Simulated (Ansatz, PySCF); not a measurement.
Breaking a bond: C2, singlet.

Computed with: RMP2 = MP2 on RHF/cc-pVDZ, frozen core in Ansatz (a quantum-chemistry and plane-wave program); FCI = full CI/cc-pVDZ, frozen core (Ansatz); RKS-LDA (SVWN5)/6-31G* = PySCF with restricted LDA (SVWN5)/6-31G*, spherical d.

Energies are in kJ/mol, each relative to the lowest point of its own curve near equilibrium.

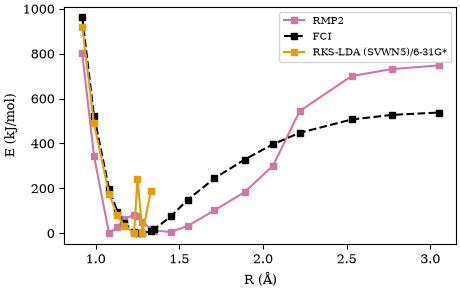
Energy against bond length for each method.

| R / Å | RMP2 | FCI | RKS-LDA (SVWN5)/6-31G* |
|---|---|---|---|
| 0.92 | 801.2 | 961.9 | 919.1 |
| 0.99 | 344.6 | 523.5 | 490.3 |
| 1.08 | 0.0 | 197.6 | 175.5 |
| 1.13 | 28.0 | 96.6 | 80.3 |
| 1.17 | 64.6 | 46.0 | 33.7 |
| 1.23 | 81.6 | 6.8 | 1.2 |
| 1.25 | 78.2 | 1.7 | 243.7 |
| 1.28 | 49.6 | 0.0 | 0.0 |
| 1.33 | 19.0 | 10.0 | 189.4 |
| 1.35 | 11.7 | 17.5 | — |
| 1.45 | 5.9 | 75.4 | — |
| 1.55 | 32.4 | 149.1 | — |
| 1.71 | 102.0 | 244.7 | — |
| 1.89 | 183.1 | 328.1 | — |
| 2.06 | 300.7 | 396.8 | — |
| 2.22 | 544.7 | 447.5 | — |
| 2.53 | 700.4 | 506.9 | — |
| 2.77 | 731.5 | 527.3 | — |
| 3.05 | 748.0 | 537.9 | — |

At the longest distance, 3.05 Å, RMP2 lies highest above its minimum (748.0 kJ/mol) and FCI lowest (537.9 kJ/mol).

Dashes: no converged value, or the column stops at the first point that the program doubted or that broke a chosen test of continuity, which isn't proof of a fault.

The scan ran from 0.92 to 4.98 Å; beyond the distances shown full CI changes its symmetry label. The restricted form behind RMP2, RKS-LDA (SVWN5)/6-31G* keeps the bonding electrons paired and can't separate into open-shell fragments. The T1 diagnostic of CCSD on the restricted reference of RMP2 exceeds 0.045 at 1.13 to 1.23, 2.06 to 2.53 Å. Also computed but left out beside FCI, since their determinant holds another spin at the minimum (<S²> over 0.7 above the pure value): UHF, UMP2, UCCSD, UCCSD(T), UCCSDT, UCCSDT(Q), UKS-BLYP, UKS-PBE0, UKS-PBE, UKS-B3LYP/6-31G*, UKS-LDA (SVWN5)/6-31G*, UKS-BP86/6-31G*, UKS-B3LYP/3-21G.
